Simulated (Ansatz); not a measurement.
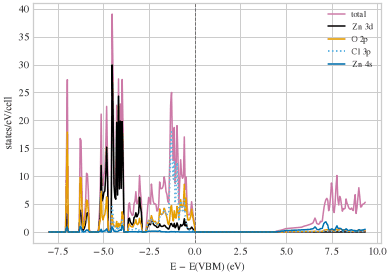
Total and projected density of states of KZn₂BCl₂O₃ in space group R32 (No. 155; Pearson symbol hR9), plane-wave PAW r²SCAN (Ansatz code)

Which orbitals carry the states next to the gap?

Top 1 eV of the valence band: O 2p 49 %, Cl 3p 37 %, Zn 3d 12 %. Bottom 1 eV of the conduction band: Zn 4s 42 %, K 4s 21 %, O 2s 13 %, outside the projected shells 6 %. Projections are on Löwdin-orthogonalised atomic valence shells; empty p or d shells of many metals are not among them.

Where is the tallest occupied peak in this window, and what makes it?

Near -4.5 eV, about 39 states/eV per cell; the largest projected share is Zn 3d.

The workflow started from a Materials Project entry (that database holds measured and hypothetical structures alike); the Crystallography Open Database files this formula in space group No. 155, but the cells were not matched. Whether it is the stable phase at ambient conditions was not checked. The r²SCAN relaxation kept the symmetry of its start; its stability against distortions is not shown here.

Potentials: the later of the program's two PAW sets.
